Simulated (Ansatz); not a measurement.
**C$_{2}$H$_{5}$NSi: density, localisation and related maps**

The calculation's input:

```
crystal:
  periodic: [false, false, false]
  atoms:
    - { symbol: C, position_ang: [-1.28541, 0.7413, -0.58751] }
    - { symbol: Si, position_ang: [0.19264, -0.43855, -0.66125] }
    - { symbol: C, position_ang: [1.20259, -0.58861, 0.79213] }
    - { symbol: "N", position_ang: [2.00632, 0.01135, 1.51308] }
    - { symbol: H, position_ang: [-1.75691, 0.72453, 0.39001] }
    - { symbol: H, position_ang: [-2.03597, 0.46891, -1.32455] }
    - { symbol: H, position_ang: [-0.97826, 1.76422, -0.79364] }
    - { symbol: H, position_ang: [0.92966, -0.29171, -1.91143] }
    - { symbol: H, position_ang: [2.38318, -0.47762, 2.32363] }
basis:
  gaussian: { orbitals: "6-31G" }
hamiltonian:
  xc: b3lyp
relax:
  f_tol: 0.015
  max_steps: 40
output:
  orbitals: {}
```

Launched as:

```sh
ansatz run input.yaml --threads 1 --pin off --max-ram 2048MiB --backend cpu --events-out ev --progress --plain --runs-dir out
```

The fields are those of the relaxed geometry.

Computed with Ansatz 0.2.0, RKS B3LYP/6-31G.

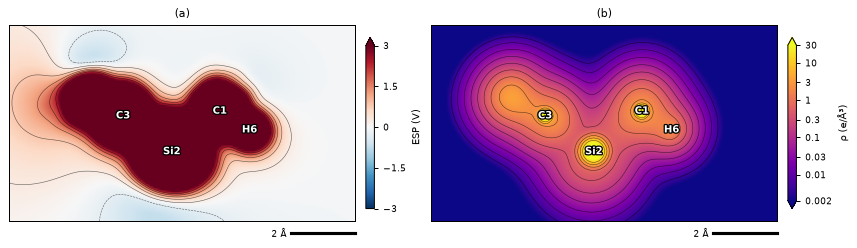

Figure 1. (a) electrostatic potential; (b) total electron density on the plane of atoms Si2, C1 and H6.

> What do the fields say about this system?

- The section cuts through C, Si and H sites.
- C–Si (1.88 Å): ρ is about 0.7 e/Å³ halfway.
- C–Si (1.96 Å): the density is about 0.73 e/Å³ at the midpoint.
- C–H (1.10 Å): ρ at the midpoint is about 1.8 e/Å³.
- Outside the dense part of the molecule the potential is most negative (−0.7 V) near H8, which lies off the plane.

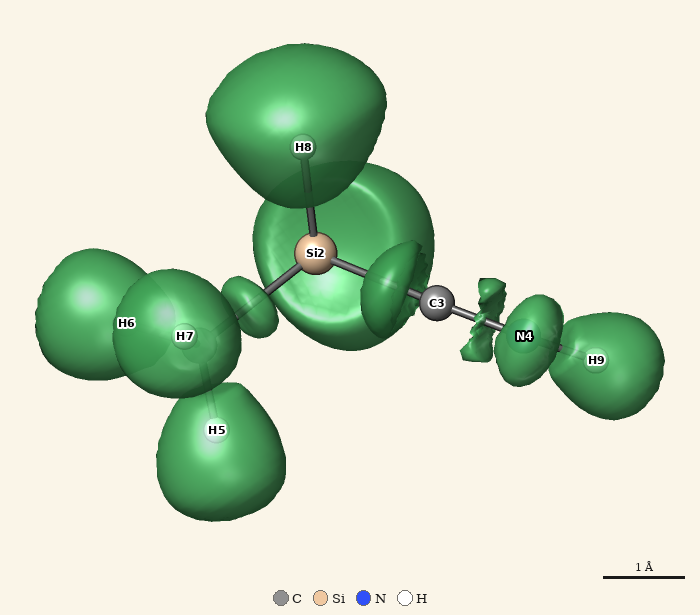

Figure 2. Isosurface of the ELF at 0.85 (green), seen across its widest extent. Only the valence region is drawn (cores and ρ < 0.01 e/Å³ removed).

> Identify the bonds, lone pairs and shells in this picture.

The surface consists of one region between bonded C–N atoms (shared pairs), two regions between bonded C–Si atoms (shared pairs), five regions around hydrogen nuclei, one lobe on N, pointing away from the bonds (lone pairs) and one lobe on Si, pointing away from the bonds (lone pairs). Along the contacts the grid gives the following. C–N (1.20 Å): the ELF peaks at about 0.90 between the atoms; a short, multiple covalent bond. C–Si (1.88 Å): the ELF peaks at about 0.95 between the atoms (a shared electron pair).

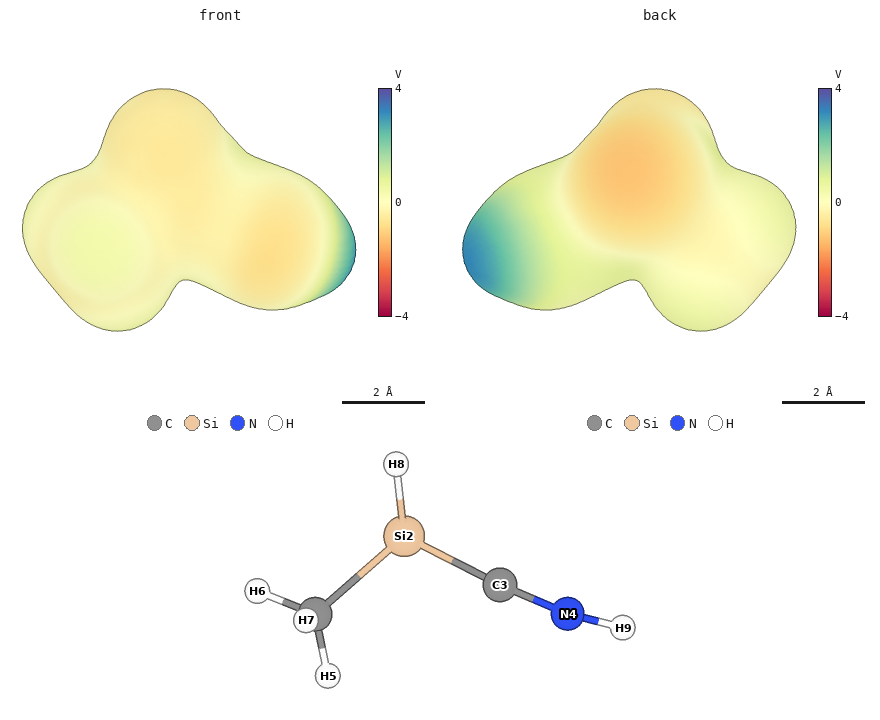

Figure 3. The electrostatic potential painted on the density surface at 0.002 e/bohr³, seen from the front and from behind; the colour scale runs from red (negative) to blue (positive). The bare structure is drawn below in the same view.

> Where is the surface potential most negative and most positive?

The most negative region (about −1.2 V) lies over H8, the most positive (about +3.1 V) over H9.
